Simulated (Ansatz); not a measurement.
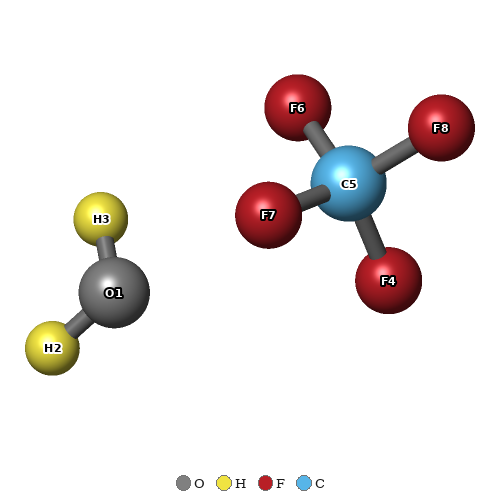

The system is the pair H₂O···CF₄; the picture shows the reference structure. The turn is about an axis along (0.31, −0.95, −0.01) in the frame of the relaxed pair, normal to the line between the partners. Coordinates scanned: (1) distance C5···O1; (2) turn of O1, H2, H3 about C5. Grid: 9 × 9 points. Points are written as (first, second). Energies are in kcal/mol, from the lowest grid point. Energies and slopes of some neighbouring points disagree (a jump in structure or state, or too coarse a mesh). All numbers below come from RKS PBE0-D4/def2-SVPD (Ansatz 0.2.0).

Its coordinates:

```xyz
8

O    -0.0890   -0.0030   -1.9292
H    -0.4024   -0.0933   -2.8317
H     0.8210    0.2956   -2.0044
F    -0.3617   -1.2678    0.9744
C    -0.0698   -0.0410    1.3471
F     1.0609    0.3408    0.7800
F    -1.0388    0.7780    1.0021
F     0.0797   -0.0094    2.6617
```

Range: distance C5···O1 from 2.752 to 5.352 Å; turn of O1, H2, H3 about C5 from −120 to 120°.

> What will the energy surface look like?

The lowest grid point is at (3.411 Å, 0°). The highest grid point, (2.752 Å, 60°), lies 153.4 kcal/mol above the lowest.

| turn of O1, H2, H3 about C5 ↓, distance C5···O1 → | 2.752 | 2.894 | 3.126 | 3.411 | 3.737 | 4.099 | 4.490 | 4.909 | 5.352 |
| --- | --- | --- | --- | --- | --- | --- | --- | --- | --- |
| 120 | 12.7 | 7.3 | 3.0 | 1.2 | 0.9 | 1.1 | 1.4 | 1.6 | 1.7 |
| 90 | 74.2 | 43.6 | 18.0 | 6.1 | 2.2 | 1.4 | 1.4 | 1.6 | 1.8 |
| 60 | 153.4 | 88.7 | 35.0 | 10.9 | 3.1 | 1.4 | 1.3 | 1.5 | 1.7 |
| 30 | 38.1 | 21.9 | 8.7 | 2.8 | 1.2 | 1.0 | 1.3 | 1.5 | 1.7 |
| 0 | 2.5 | 1.0 | 0.0 | 0.0 | 0.4 | 0.9 | 1.2 | 1.5 | 1.7 |
| −30 | 7.9 | 4.6 | 2.0 | 1.0 | 0.9 | 1.1 | 1.4 | 1.6 | 1.7 |
| −60 | 13.5 | 8.0 | 3.5 | 1.5 | 1.1 | 1.2 | 1.4 | 1.6 | 1.7 |
| −90 | 7.6 | 4.2 | 1.7 | 0.7 | 0.7 | 1.0 | 1.3 | 1.5 | 1.7 |
| −120 | 3.3 | 1.7 | 0.6 | 0.3 | 0.6 | 1.0 | 1.3 | 1.6 | 1.7 |

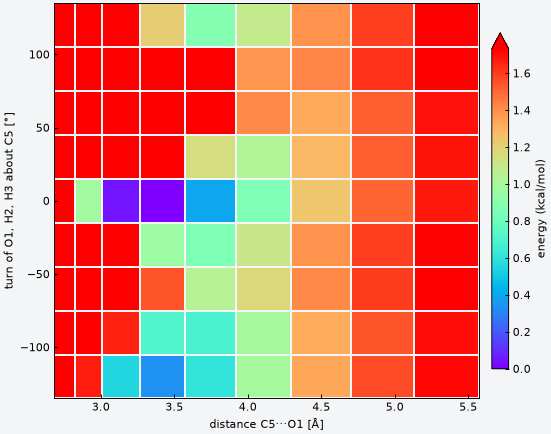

The picture shows one coloured cell a grid point, one colour for all values above the top of the scale.

The whole map (81 points run) took 12 min on 1 thread of Arm Neoverse V1, with other jobs on the host.
